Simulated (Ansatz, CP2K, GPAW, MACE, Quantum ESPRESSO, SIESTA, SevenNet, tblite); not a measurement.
**Other levels on Σ7 (111) twist boundary in CsBr (84 atoms)**

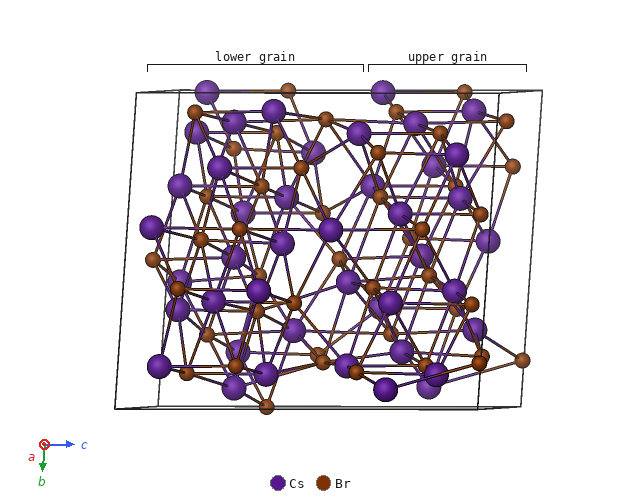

The cell (caesium purple, bromine brown). Some periodic images of atoms are drawn too.

The cell holds 84 atoms: 42 Cs and 42 Br. Its edges and angles: a = 16.052 Å, b = 16.052 Å, c = 16.126 Å, α = 90.0°, β = 90.0°, γ = 60.0°. It derives from CsBr (CsCl-type). CsCl-type CsBr (a = 4.29 Å); two grains turned against each other by 81.79 deg about [111]; 1 x 1 coincidence cells, 1 lattice periods a grain, two boundaries a cell, upper grain shifted by [0.246, 0] of the boundary cell and opened by 1.98 Å, no atom removed; minimised with a classical potential (one cell length free). Then every atom was moved at random, 0.03 Å r.m.s. a Cartesian component. Regions: lower grain, 42 atoms (21 Cs and 21 Br); upper grain, 42 atoms (21 Cs and 21 Br).

Geometry: as built.

The reference, a calculation:

| Quantity | Value |
| --- | --- |
| method | Kohn-Sham DFT, PBE, SSSP efficiency 1.3.0 pseudopotentials, plane waves (Quantum ESPRESSO 7.5); sssp-pbe-1.3.0-efficiency, cutoffs 45/360 Ry, Γ point |
| r.m.s. force component | 0.1094 eV/Å |
| longest force | 0.4922 eV/Å |
| pressure | 0.8633 GPa |
| gap (highest filled to lowest empty level) | 3.582 eV |
| time | 13 min on 4 MPI ranks of Arm Neoverse V2, shared host |
| CPU time | 50 min |

Q: Estimate the differences from the reference, the CPU time and the memory of each run.
- CP2K PBE, TZVP-UZH, 350/50 Ry, diagonalisation (CP2K 2026.2; 4 MPI ranks)
- SevenNet 0 potential (SevenNet 0; 1 thread)
- CP2K PBE, DZVP-MOLOPT-SR, 350/50 Ry, diagonalisation (CP2K 2026.2; 4 MPI ranks)
- QE PBE, sssp-1.3.0-efficiency, 20/160 Ry (Quantum ESPRESSO 7.5; 4 MPI ranks)
- MACE MP-0b3 medium potential (MACE MP-0b3 medium; 1 thread)
- SevenNet l3i5 potential (SevenNet l3i5; 1 thread)
- CP2K PBE, DZVP-MOLOPT-SR, 244/50 Ry, diagonalisation (CP2K 2026.2; 2 threads)
- tblite IPEA1-xTB (tblite 0.8.0; 1 thread)
- SIESTA PBE, DZP, shift 0.005 Ry, mesh 300 Ry (SIESTA 5.4.2; 2 MPI ranks)
- SIESTA PBE, DZP, shift 0.01 Ry, mesh 300 Ry (SIESTA 5.4.2; 2 MPI ranks)

Differences are against the plane-wave reference, forces as r.m.s. over components; share is that over the reference's r.m.s. force, slope the least-squares factor from reference forces to these. Total energies of different programs have different zeros and aren't compared.

```
                                                          run  Δ force, r.m.s. (meV/Å)  share (%)  slope  Δ pressure (GPa)  Δ gap (eV)  cores  CPU time  memory (GiB)
                                                    reference                        -          -      -                 -           -      4    50 min           9.1
               CP2K PBE, TZVP-UZH, 350/50 Ry, diagonalisation                     21.9       20.0  1.068             0.418     -0.0615      4   9.7 min           8.6
                                         SevenNet 0 potential                     38.8       35.5  0.812             0.255           -      1     6.2 s          0.65
         CP2K PBE, DZVP-MOLOPT-SR, 350/50 Ry, diagonalisation                     19.3       17.6  1.121             0.197      0.0324      4    12 min           8.5
            QE PBE, sssp-1.3.0-efficiency, 20/160 Ry (coarse)                    0.642      0.587  1.001            -0.902      0.0063      4    14 min           2.9
                                 MACE MP-0b3 medium potential                     20.8       19.0  0.946           -4.0e-4           -      1     6.5 s          0.73
                                      SevenNet l3i5 potential                     25.0       22.9  0.949             0.203           -      1     6.9 s          0.84
CP2K PBE, DZVP-MOLOPT-SR, 244/50 Ry, diagonalisation (coarse)                     19.2       17.6  1.121             0.197      0.0324      2     9 min           3.3
                                             tblite IPEA1-xTB                      155        141  0.397             0.138           -      1     4.6 s           0.2
                 SIESTA PBE, DZP, shift 0.005 Ry, mesh 300 Ry                     39.0       35.6  1.225             0.455      -0.422      2     5 min           2.4
                  SIESTA PBE, DZP, shift 0.01 Ry, mesh 300 Ry                     56.7       51.9  1.140             0.479      -0.535      2   3.7 min           2.1
```

Rows marked coarse were listed beforehand as settings not expected to be converged; some can still land near the reference.

Times of the machine-learned potentials are mostly Python's start and the loading of weights.

CPU time is summed over cores on a shared host, where runs went side by side, so it is rough. Symmetry, cutoffs, thresholds, outputs and thread counts weren't matched or tuned between programs; memory under MPI is the largest rank's times the ranks.

The PBE runs in local orbitals, coarse settings apart, differ by 18 % (CP2K PBE, DZVP-MOLOPT-SR, 350/50 Ry, diagonalisation) to 52 % (SIESTA PBE, DZP, shift 0.01 Ry, mesh 300 Ry); basis, grid and potentials can all enter. Tight binding differs by 141 % (tblite IPEA1-xTB); it is another model, with fitted parameters of its own, and the xTB methods hold dispersion. Machine-learned potentials differ by 19 % (MACE MP-0b3 medium potential) to 35 % (SevenNet 0 potential); they were trained on other programs' data. Among those trained on PBE data the slope goes as low as 0.81. IPEA1-xTB was fitted to ionisation energies and electron affinities, not to forces or charges. Periodic xTB results under one method name differ between programs and library versions. Machine-learned potentials mimic data converged in k, so the reference's own k-point error enters their differences. The electronic-structure runs sample only Γ, in a cell whose shortest periodic width is 14 Å.

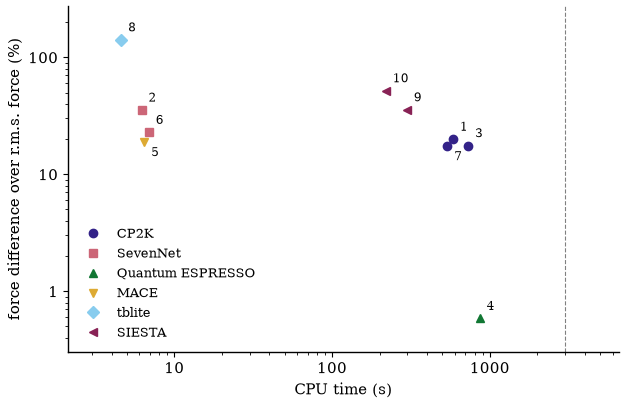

Force difference against CPU time; the dashed line marks the reference's time. Points: 1 CP2K PBE, TZVP-UZH, 350/50 Ry, diagonalisation; 2 SevenNet 0 potential; 3 CP2K PBE, DZVP-MOLOPT-SR, 350/50 Ry, diagonalisation; 4 QE PBE, sssp-1.3.0-efficiency, 20/160 Ry; 5 MACE MP-0b3 medium potential; 6 SevenNet l3i5 potential; 7 CP2K PBE, DZVP-MOLOPT-SR, 244/50 Ry, diagonalisation; 8 tblite IPEA1-xTB; 9 SIESTA PBE, DZP, shift 0.005 Ry, mesh 300 Ry; 10 SIESTA PBE, DZP, shift 0.01 Ry, mesh 300 Ry.

[Logs are printed without paths, hosts, clocks, repeated set-up lines and the standing remarks that a program may print on its own settings, such as how far it seeks lower states.]

[Hosts, paths, dates, database ids (printed as entryN), source tags and the programs' standing remarks are cut or masked in the printed files.]
